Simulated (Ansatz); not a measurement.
# PH₂+ (singlet): one geometry, many settings at a displaced geometry (v1)

Aim: run PH₂+ (singlet) at one geometry under a spread of methods and options, and see what each costs and gives.

Program: Ansatz 0.2.0, Gaussian basis. Level of theory: the settings change from run to run. These are calculated values, not measurements.

13 further runs of the same task are left out: 4 that didn't finish, 9 set aside as unsound or not needed.

## (1) The system

The geometry is a PBE0/def2-TZVP stationary point (not a proven minimum) with its atoms shifted at random (size 0.040 Å).

3 atoms, charge 1, spin multiplicity 1.

Atoms are counted from 1 here; the program's logs count them from 0.

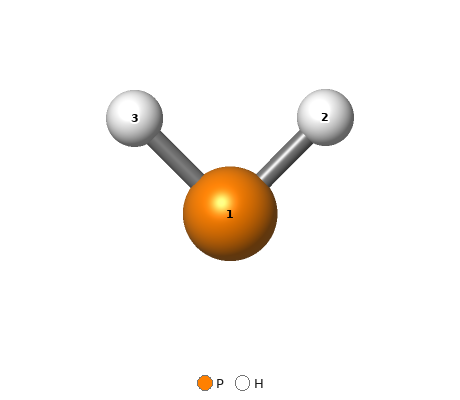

The geometry (phosphorus orange, hydrogen white); atoms are numbered from 1 in the order of the file.

Coordinates:

| atom | x (Å) | y (Å) | z (Å) |
| --- | --- | --- | --- |
| P1 | -0.0014 | -0.0617 | 0.0020 |
| H2 | -0.0022 | 0.9176 | -1.0347 |
| H3 | 0.0457 | 0.9769 | 0.9738 |

## (2) NEVPT4(SD)(6,6)/cc-pVDZ

File in.yaml:

```yaml
crystal:
  periodic: [false, false, false]
  atoms:
    - {symbol: P, position_ang: [-0.001415, -0.061651, 0.001983]}
    - {symbol: H, position_ang: [-0.002248, 0.917602, -1.034726]}
    - {symbol: H, position_ang: [0.045716, 0.976910, 0.973775]}
basis:
  gaussian: {orbitals: cc-pVDZ}
total_charge: 1
correlation: {method: fic_nevpt4_sd, electrons: outside_noble_gas, active_space: {window: {electrons: 6, orbitals: 6}}}
```

Started as:

```sh
$ ansatz run in.yaml --threads 1 --pin off --events-out ev --progress --plain --max-ram 2393MiB
```

The log of the run:

```text
Functional definition: HF
  name "HF"
  cite "Fock, Z. Phys. 61, 126 (1930) doi:10.1007/BF01340294"
  parent pbe
  exchange = exact_x
  correlation = 0
280 factors; integrals over basis functions are off by at most 1.4e-3 eV
mean field evaluation 1: about -9293.2645 eV, gradient 6.7e0 eV
mean field evaluation 2: about -9293.2655 eV, gradient 6.7e0 eV
mean field evaluation 4: about -9293.4790 eV, gradient 2.7e-1 eV
mean field evaluation 8: about -9293.4794 eV, gradient 3.8e-5 eV
mean field -9293.47937234 eV, -341.5290675868 hartree, gradient 8.8e-7 eV, S^2 0.000000; 0 other end points of the search recorded, 0 dependent functions left out; unrestricted orbitals would lower it
reference -9293.47937234 eV, -341.5290675868 hartree; 8, 8 occupied and 20, 20 virtual orbitals, 280 factors
state -9294.99129207 eV, -341.5846296121 hartree
state -9294.99129207 eV, -341.5846296121 hartree; corrected -9296.92052103 eV, -341.6555274686 hartree
Total energy: -9296.92052103 eV, -341.6555274686 hartree
```

Run time: 0.45 s. Hardware: 1 thread of Intel Xeon 6975P-C, shared host.

From the report: 200 determinants; active occupations 1.98, 1.97, 1.92, 0.07, 0.03, 0.02.

## (3) BCCD on UHF/cc-pVTZ-DK

File in.yaml:

```yaml
crystal:
  periodic: [false, false, false]
  atoms:
    - {symbol: P, position_ang: [-0.001415, -0.061651, 0.001983]}
    - {symbol: H, position_ang: [-0.002248, 0.917602, -1.034726]}
    - {symbol: H, position_ang: [0.045716, 0.976910, 0.973775]}
basis:
  gaussian: {orbitals: cc-pVTZ-DK}
total_charge: 1
magnetization: {spin_polarized: true, initial_magnetization: 0}
correlation: {method: bccd, electrons: outside_noble_gas}
scf: {lower_state_search: full}
output: {forces: true}
```

Launched as before.

The log of the run, cut to the lines that bear on the results:

```text
Functional definition: HF
  name "HF"
  cite "Fock, Z. Phys. 61, 126 (1930) doi:10.1007/BF01340294"
  parent pbe
[...]
340 factors; integrals over basis functions are off by at most 1.0e-3 eV
[...]
mean field -9316.16837482 eV, -342.3628730490 hartree, gradient 9.4e-7 eV, S^2 0.394836; 6 other end points of the search recorded, 0 dependent functions left out
determinant -9316.16837482 eV, -342.3628730490 hartree, with singles and doubles -9320.20444995 eV, -342.5111960741 hartree
determinant -9314.55461906 eV, -342.3035686188 hartree, with singles and doubles -9318.37418356 eV, -342.4439350250 hartree
5 core orbitals not correlated: weight in the atoms' cores, before any rotation towards them, 1.000 or more for the frozen orbitals, at most 0.000 for the correlated occupied ones
reference -9316.16837482 eV, -342.3628730490 hartree; 3, 3 occupied and 54, 54 virtual orbitals, 340 factors
second order -3.01644917 eV of doubles, -0.00000000 eV of singles
cycle   1  -4.03765324 eV  change   -3.1e-1 eV  update   4.1e-2
[...]
cycle  16  -3.98406946 eV  change    1.2e-7 eV  update   6.2e-7
[...]
Total energy: -9320.15244428 eV, -342.5092849011 hartree
Relativity: scalar
Atom 0 at    -0.001415    -0.061651     0.001983 Å, force     0.005446     0.281756    -0.052991 eV/Å
Atom 1 at    -0.002248     0.917602    -1.034726 Å, force    -0.005832    -0.166141    -0.081796 eV/Å
Atom 2 at     0.045716     0.976910     0.973775 Å, force     0.000386    -0.115615     0.134788 eV/Å
Dipole moment:     0.003922     0.170755    -0.005297 e Å
```

Wall time 3.6 s (1 thread of Intel Xeon 6975P-C, shared host); peak memory 0.28 GiB.

From the report: ⟨S²⟩ of the determinant 0.395 (pure singlet: 0.00); correlation -3.9841 eV; largest double amplitude 0.10.

## (4) CCSDT(Q)/B on UHF/cc-pVDZ

File in.yaml:

```yaml
crystal:
  periodic: [false, false, false]
  atoms:
    - {symbol: P, position_ang: [-0.001415, -0.061651, 0.001983]}
    - {symbol: H, position_ang: [-0.002248, 0.917602, -1.034726]}
    - {symbol: H, position_ang: [0.045716, 0.976910, 0.973775]}
basis:
  gaussian: {orbitals: cc-pVDZ}
total_charge: 1
magnetization: {spin_polarized: true, initial_magnetization: 0}
correlation: {method: ccsdt_q_b, electrons: valence}
```

Launched as before.

The log of the run, cut to the lines that bear on the results:

```text
Functional definition: HF
  name "HF"
  cite "Fock, Z. Phys. 61, 126 (1930) doi:10.1007/BF01340294"
  parent pbe
[...]
512 factors; integrals over basis functions are off by at most 1.1e-7 eV
[...]
mean field -9293.57474935 eV, -341.5325726273 hartree, gradient 2.9e-6 eV, S^2 0.369708; 4 other end points of the search recorded, 0 dependent functions left out
determinant -9293.57474935 eV, -341.5325726273 hartree, with singles and doubles -9296.89942927 eV, -341.6547523610 hartree
determinant -9291.96929085 eV, -341.4735731156 hartree, with singles and doubles -9295.15398366 eV, -341.5906084179 hartree
determinant -9293.47938175 eV, -341.5290679329 hartree, with singles and doubles -9296.92083822 eV, -341.6555391253 hartree
determinant -9293.57474935 eV, -341.5325726273 hartree, with singles and doubles -9296.91146578 eV, -341.6551946945 hartree
determinant -9293.47938175 eV, -341.5290679329 hartree, with singles and doubles -9296.92093247 eV, -341.6555425890 hartree
5 core orbitals not correlated: weight in the atoms' cores, before any rotation towards them, 1.000 or more for the frozen orbitals, at most 0.000 for the correlated occupied ones
reference -9293.47938175 eV, -341.5290679329 hartree; 3, 3 occupied and 20, 20 virtual orbitals, 512 factors
second order -2.64146566 eV of doubles, -0.00000000 eV of singles
cycle   1  -3.18641514 eV  change   -5.4e-1 eV  update   6.3e-2
[...]
cycle  14  -3.52462709 eV  change   -1.5e-7 eV  update   1.0e-7
perturbative correction -0.00307422 eV, -0.0001129755 hartree
Total energy: -9297.00708306 eV, -341.6587085647 hartree
```

Wall time 1.6 s (1 thread of Intel Xeon 6975P-C, shared host).

From the report: ⟨S²⟩ of the determinant 0.000 (pure singlet: 0.00); correlation -3.5277 eV; T1 0.013; largest double amplitude 0.11.

## (5) CCSD on UHF/aug-cc-pVDZ

in.yaml, as its differences from that of step 4:

```diff
@@ -7,5 +7,8 @@
 basis:
-  gaussian: {orbitals: cc-pVDZ}
+  gaussian: {orbitals: aug-cc-pVDZ}
 total_charge: 1
 magnetization: {spin_polarized: true, initial_magnetization: 0}
-correlation: {method: ccsdt_q_b, electrons: valence}
+hamiltonian: {pseudopotentials: {relativity: none}}
+correlation: {method: ccsd, electrons: outside_noble_gas, diis_vectors: 2}
+scf: {lower_state_search: off}
+output: {forces: true}
```

Same command.

The log of the run, cut to the lines that bear on the results:

```text
Functional definition: HF
  name "HF"
  cite "Fock, Z. Phys. 61, 126 (1930) doi:10.1007/BF01340294"
  parent pbe
[...]
446 factors; integrals over basis functions are off by at most 1.2e-3 eV
[...]
mean field -9293.62534495 eV, -341.5344319814 hartree, gradient 1.5e-6 eV, S^2 0.377078; 1 other end points of the search recorded, 0 dependent functions left out
5 core orbitals not correlated: weight in the atoms' cores, before any rotation towards them, 1.000 or more for the frozen orbitals, at most 0.000 for the correlated occupied ones
reference -9293.62534495 eV, -341.5344319814 hartree; 3, 3 occupied and 37, 37 virtual orbitals, 446 factors
second order -2.46555081 eV of doubles, -0.00000000 eV of singles
cycle   1  -2.97722798 eV  change   -5.1e-1 eV  update   6.0e-2
[...]
cycle  24  -3.41285504 eV  change    3.8e-6 eV  update   8.4e-7
[...]
Total energy: -9297.03819999 eV, -341.6598520907 hartree
Atom 0 at    -0.001415    -0.061651     0.001983 Å, force    -0.006193    -0.222109    -0.040205 eV/Å
Atom 1 at    -0.002248     0.917602    -1.034726 Å, force    -0.005653     0.077148    -0.322683 eV/Å
Atom 2 at     0.045716     0.976910     0.973775 Å, force     0.011846     0.144962     0.362887 eV/Å
Dipole moment:     0.003833     0.166844    -0.005139 e Å
Checks for a lower state left out: starts, cluster_reference, orbital_swaps, neighbouring_geometries, increment
```

It took 1.1 s on 1 thread of Intel Xeon 6975P-C, shared host.

From the report: ⟨S²⟩ of the determinant 0.377 (pure singlet: 0.00); correlation -3.4129 eV; T1 0.109; largest double amplitude 0.11.

## (6) MRCISD+Q(relaxed)(2,8)/cc-pVDZ

File in.yaml:

```yaml
crystal:
  periodic: [false, false, false]
  atoms:
    - {symbol: P, position_ang: [-0.001415, -0.061651, 0.001983]}
    - {symbol: H, position_ang: [-0.002248, 0.917602, -1.034726]}
    - {symbol: H, position_ang: [0.045716, 0.976910, 0.973775]}
basis:
  gaussian: {orbitals: cc-pVDZ}
total_charge: 1
correlation: {method: fic_mrcisd_q_relaxed, electrons: outside_noble_gas, active_space: {window: {electrons: 2, orbitals: 8}, states: [{multiplicity: 1, weights: [1, 0.5, 1, 1]}], root: 2}}
accuracy: high
scf: {lower_state_search: off}
```

Same command.

The log of the run, cut to the lines that bear on the results:

```text
Functional definition: HF
  name "HF"
  cite "Fock, Z. Phys. 61, 126 (1930) doi:10.1007/BF01340294"
  parent pbe
[...]
551 factors; integrals over basis functions are off by at most 2.8e-9 eV
[...]
mean field -9293.47938177 eV, -341.5290679336 hartree, gradient 1.4e-8 eV, S^2 0.000000; 0 other end points of the search recorded, 0 dependent functions left out
reference -9293.47938177 eV, -341.5290679336 hartree; 8, 8 occupied and 20, 20 virtual orbitals, 551 factors
state -9294.12329735 eV, -341.5527313947 hartree
state -9291.04585009 eV, -341.4396372939 hartree
state -9287.42647852 eV, -341.3066278417 hartree
state -9283.21697905 eV, -341.1519315894 hartree
contracted CI cycle   1: correlation 0.00000000 eV, 0.0000000000 hartree, residual 1.24e1 eV
contracted CI cycle   2: correlation -2.62406731 eV, -0.0964326949 hartree, residual 2.40e0 eV
[...]
contracted CI cycle  78: correlation -3.56108882 eV, -0.1308676003 hartree, residual 4.62e-8 eV
contracted CI cycle  79: correlation -3.56108882 eV, -0.1308676003 hartree, residual 3.41e-8 eV
contracted CI cycle  80: correlation -3.56108882 eV, -0.1308676003 hartree, residual 3.96e-8 eV
contracted CI cycle  81: correlation -3.56108882 eV, -0.1308676003 hartree, residual 3.41e-8 eV
contracted CI cycle  82: correlation -3.56108882 eV, -0.1308676003 hartree, residual 2.54e-8 eV
contracted CI cycle  83: correlation -3.56108882 eV, -0.1308676003 hartree, residual 1.38e-8 eV
contracted CI cycle  84: correlation -3.56108882 eV, -0.1308676003 hartree, residual 1.36e-8 eV
contracted CI cycle  85: correlation -3.56108882 eV, -0.1308676003 hartree, residual 1.27e-8 eV
state -9283.21697905 eV, -341.1519315894 hartree; corrected -9288.55581939 eV, -341.3481303534 hartree
Total energy: -9290.93683894 eV, -341.4356312080 hartree
Checks for a lower state left out: stability, starts, cluster_reference, orbital_swaps, neighbouring_geometries, increment
```

Run time: 8.5 s. Hardware: 1 thread of Intel Xeon 6975P-C, shared host.

From the report: 34 determinants; active occupations (of the averaged states) 0.99, 0.70, 0.29, 0.01, 0.01, 0.00, 0.00, 0.00.

## (7) All runs side by side

Where basis and cores are those of an earlier FCI/cc-pVDZ run (-9297.0079 eV), and the state is the same kind, the miss against it is given.

| level | correlated | functions | energy (eV) | from FCI (meV) | time |
| --- | --- | --- | --- | --- | --- |
| NEVPT4(SD)(6,6)/cc-pVDZ | outside noble gas | 28 | -9296.9205 | 87.4 | 0.45 s |
| BCCD on UHF/cc-pVTZ-DK | outside noble gas | 62 | -9320.1524 |  | 3.6 s |
| CCSDT(Q)/B on UHF/cc-pVDZ | valence | 28 | -9297.0071 | 0.8 | 1.6 s |
| CCSD on UHF/aug-cc-pVDZ | outside noble gas | 45 | -9297.0382 |  | 1.1 s |
| MRCISD+Q(relaxed)(2,8)/cc-pVDZ (excited root 2 of an average) | outside noble gas | 28 | -9290.9368 |  | 8.5 s |

## (8) Summary of results

```
quantity                                                                 value
    runs                                                                     5
quickest                                       NEVPT4(SD)(6,6)/cc-pVDZ, 0.45 s
 slowest  MRCISD+Q(relaxed)(2,8)/cc-pVDZ (excited root 2 of an average), 8.5 s
```

In words: Total energies in different bases, with other cores or another treatment of relativity can't be set against each other. MRCISD+Q(relaxed)(2,8)/cc-pVDZ (excited root 2 of an average) took 19 times as long as NEVPT4(SD)(6,6)/cc-pVDZ; the jobs differ in more than the method. Among the correlated runs with a miss given, it spans +1 to +87 meV.
